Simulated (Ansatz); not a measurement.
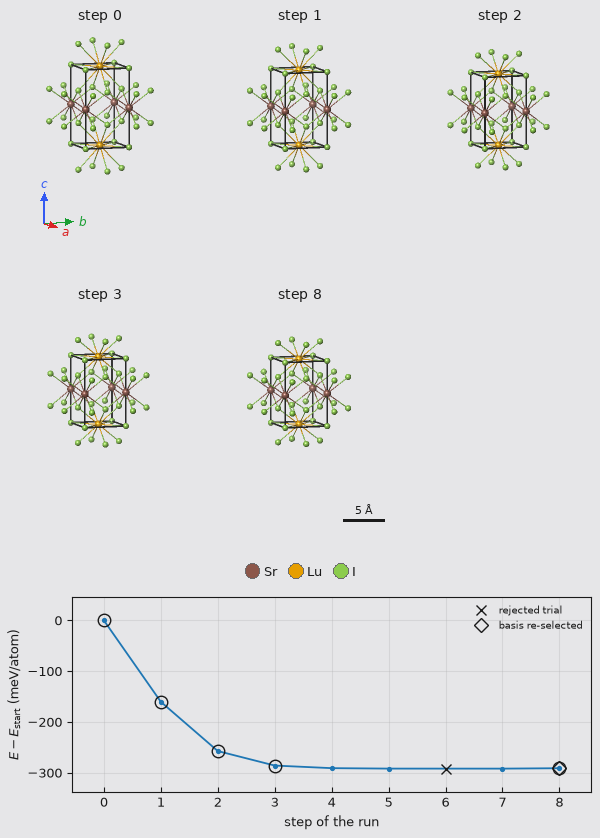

Frames of a relaxation of a crystal of SrLuI5 (built on the SiSnPd5-123 type type), marked on the history of the run. The picture is a ball-and-stick view of the cell of the calculation, seen slightly off an axis.

Theory: DFT, PBEsol, plane waves, PAW in Ansatz 0.2.0. Set-up: plane-wave cutoff 420 eV; k-point mesh 4 × 4 × 2; occupations fermi dirac; smearing width 0.03 eV; no spin polarisation; cell and atoms relaxed; force threshold 0.01 eV/Å; at most 120 steps.

Question: Describe the path.

Answer: After 6 accepted moves (8 points after the start) the energy has fallen by 291 meV per atom. Largest force component: 0.49 eV/Å at the start, 0.00068 eV/Å at the end. The pressure goes from −4.47 to −0.02 GPa. The line search rejected the trial step at point 6 of the run. At 1 point the geometry stayed and the basis and grid were re-selected for the new cell (energy shift of 0.8 meV per atom at most each time). The largest moves relative to the cell, 0.29 Å, are those of I atoms. Lu and Sr stay in place. The drawn cell changes as follows: a = b 5.667 → 5.485 Å (−3.2 %), c 9.874 → 8.142 Å (−17.5 %); the volume changes by −22.8 %. Among the contacts that change: I–Sr 4.937 → 4.071 Å, I–Lu 4.065 → 3.463 Å, I–I 4.065 → 3.463 Å, I–Lu 4.007 → 3.878 Å. The space group stays P4/mmm (No. 123). From step 0 to 1: I atoms move most (0.10 Å), volume −10.8 %, energy −160 meV per atom. From step 1 to 2: I atoms move most (0.12 Å), volume −9.0 %, energy −96.9 meV per atom. From step 2 to 3: I atoms move most (0.08 Å), volume −5.8 %, energy −28.5 meV per atom. From step 3 to 8: volume +1.0 %, energy −5.3 meV per atom.
